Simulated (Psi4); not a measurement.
# S2F2 (Thio-thionyl fluoride) at CAM-B3LYP/cc-pVDZ (sweep point 1)

What is the vertical electron affinity of S2F2 (Thio-thionyl fluoride) at CAM-B3LYP/cc-pVDZ (sweep point 1)? 

The results are computed with Psi4 1.11.

## (1) Starting point

S2F2: 4 atoms, total charge 0, spin state singlet. SMILES: `FS(F)=S`. The shape is that of a GFN2-xTB optimisation.

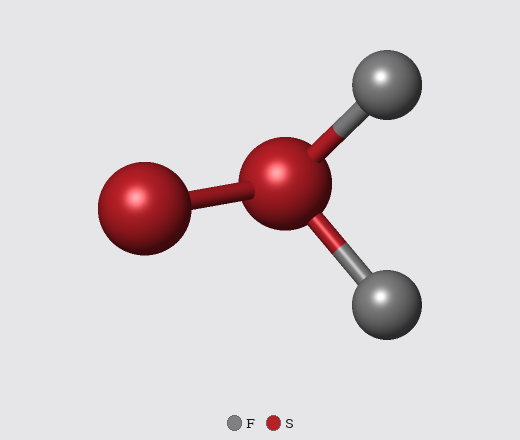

Viewed from a chosen angle; fluorine grey, sulfur red.

## (2) A single-point energy at CAM-B3LYP/cc-pVDZ (sweep point 1)

File job.inp:

```
memory 1600 mb

molecule mol {
  F      1.44868294     0.64560603     2.33776129
  S     -0.97266093    -0.13836575     0.43658343
  F      0.62933549    -2.69951156    -0.55098745
  S     -1.10537640     2.19225238    -2.22335727
  units au
  symmetry c1
}

set {
  puream true
  scf_type pk
  dft_radial_points 99
  dft_spherical_points 590
}

result, w = energy("cam-b3lyp/cc-pVDZ", return_wfn=True)
```

Command:

```sh
$ psi4 job.inp job.out -n 1
```

job.out:

```text
[...]
  Running in c1 symmetry.
[...]
  Nuclear repulsion =  233.814951940425146
[...]
  Multiplicity = 1
[...]
  Nalpha       = 25
  Nbeta        = 25
[...]
    Number of basis functions: 64
[...]
   @RKS iter   1:  -995.86658362652713   -9.28956e-02   8.40439e-03 DIIS/ADIIS
[...]
   @RKS iter   9:  -995.98874865265327   -1.30078e-08   4.23546e-07 DIIS
[...]
    Orbital Energies [Eh]
    ---------------------
    Doubly Occupied:
       1A    -89.177260     2A    -88.979838     3A    -24.797094
       4A    -24.796865     5A     -8.220721     6A     -8.046258
       7A     -6.185658     8A     -6.184959     9A     -6.176290
      10A     -6.012136    11A     -6.005112    12A     -6.002233
      13A     -1.319961    14A     -1.273746    15A     -0.958817
      16A     -0.749364    17A     -0.618245    18A     -0.590224
      19A     -0.564682    20A     -0.513820    21A     -0.506108
      22A     -0.483617    23A     -0.428348    24A     -0.371782
      25A     -0.347161
[...]
  @RKS Final Energy:  -995.98874865265327
   => Energetics <=
    Nuclear Repulsion Energy =            233.8149519404251464
    One-Electron Energy =               -1843.0201981270458873
    Two-Electron Energy =                 668.1476903920572568
    DFT Exchange-Correlation Energy =     -54.9311928580896804
    Empirical Dispersion Energy =           0.0000000000000000
    VV10 Nonlocal Energy =                  0.0000000000000000
    Total Energy =                       -995.9887486526532712
[...]
 Multipole Moments:
 ------------------------------------------------------------------------------------
     Multipole            Electronic (a.u.)      Nuclear  (a.u.)        Total (a.u.)
 ------------------------------------------------------------------------------------
 L = 1.  Multiply by 2.5417464519 to convert [e a0] to [Debye]
 Dipole X            :          0.6823701           -1.3230281           -0.6406580
 Dipole Y            :         -1.2131011            1.3076640            0.0945630
 Dipole Z            :          1.2118313           -1.1375940            0.0742373
 Magnitude           :                                                    0.6518405
[...]
```

Wall time 17 s (1 thread of Intel Xeon Platinum 8488C (Sapphire Rapids), shared host); peak memory 0.7 GiB.

## (3) The doublet anion, same level

File job.inp:

```
memory 1600 MB

molecule molecule1 {
  -1 2
  F      1.44868294     0.64560603     2.33776129
  S     -0.97266093    -0.13836575     0.43658343
  F      0.62933549    -2.69951156    -0.55098745
  S     -1.10537640     2.19225238    -2.22335727
  units bohr
  symmetry c1
}

set basis cc-pVDZ
set reference uks
set puream true
set scf_type pk
set dft_radial_points 99
set dft_spherical_points 590
set maxiter 150

energy_value, wavefunction = energy("cam-b3lyp", return_wfn=True)
```

Command:

```sh
$ psi4 job.inp job.out -n 1
```

job.out:

```text
[...]
  Running in c1 symmetry.
[...]
  Nuclear repulsion =  233.814951940425146
[...]
  Multiplicity = 2
[...]
  Nalpha       = 26
  Nbeta        = 25
[...]
    Number of basis functions: 64
[...]
   @UKS iter   1:  -995.88057026260117   -1.06882e-01   8.44094e-03 DIIS/ADIIS
[...]
   @UKS iter  11:  -995.99485210968635   -4.75234e-09   2.26351e-07 DIIS
[...]
   @S^2 Observed:                7.544172676E-01
[...]
    Orbital Energies [Eh]
    ---------------------
    Alpha Occupied:
       1A    -88.850969     2A    -88.700307     3A    -24.523435
       4A    -24.523007     5A     -7.901578     6A     -7.766973
       7A     -5.866924     8A     -5.864817     9A     -5.858482
      10A     -5.733152    11A     -5.724772    12A     -5.724540
      13A     -1.057618    14A     -1.014345    15A     -0.684951
      16A     -0.485610    17A     -0.367917    18A     -0.330097
      19A     -0.306485    20A     -0.262897    21A     -0.251424
      22A     -0.228643    23A     -0.164869    24A     -0.128476
      25A     -0.092594    26A      0.040162
    Alpha Virtual:
[...]
  @UKS Final Energy:  -995.99485210968635
   => Energetics <=
    Nuclear Repulsion Energy =            233.8149519404251464
    One-Electron Energy =               -1856.9015192244423815
    Two-Electron Energy =                 682.2911824454967018
    DFT Exchange-Correlation Energy =     -55.1994672711657159
    Empirical Dispersion Energy =           0.0000000000000000
    VV10 Nonlocal Energy =                  0.0000000000000000
    Total Energy =                       -995.9948521096863487
[...]
 Multipole Moments:
 ------------------------------------------------------------------------------------
     Multipole            Electronic (a.u.)      Nuclear  (a.u.)        Total (a.u.)
 ------------------------------------------------------------------------------------
 L = 1.  Multiply by 2.5417464519 to convert [e a0] to [Debye]
 Dipole X            :          1.1852756           -1.3230281           -0.1377525
 Dipole Y            :         -1.6305468            1.3076640           -0.3228828
 Dipole Z            :          1.5529338           -1.1375940            0.4153398
 Magnitude           :                                                    0.5438164
[...]
```

It took 22 s on 1 thread of Intel Xeon Platinum 8488C (Sapphire Rapids), shared host; peak memory 0.71 GiB.

## (4) Results

Level: CAM-B3LYP/cc-pVDZ (sweep point 1).

| quantity | value |
| --- | --- |
| singlet S2F2: total energy | -995.98875 Eh |
| singlet S2F2: dipole moment | 1.66 D |
| singlet S2F2: HOMO energy | -9.45 eV |
| singlet S2F2: LUMO energy | -1.39 eV |
| singlet S2F2: HOMO–LUMO gap | 8.06 eV |
| doublet anion: total energy | -995.99485 Eh |
| doublet anion: HOMO energy (highest over α and β) | 1.09 eV |
| doublet anion: LUMO energy (lowest over α and β) | 6.87 eV |
| doublet anion: ⟨S²⟩ | 0.754 |
| vertical electron affinity (to the doublet anion) | 0.166 eV |

What this shows: At fixed nuclei the extra electron is bound by 0.17 eV (16.0 kJ/mol). The basis has no diffuse functions, so the error can be as large as this value. The HOMO (doublet anion) lies at positive energy, 1.09 eV; only total energies tell whether the electron is bound.
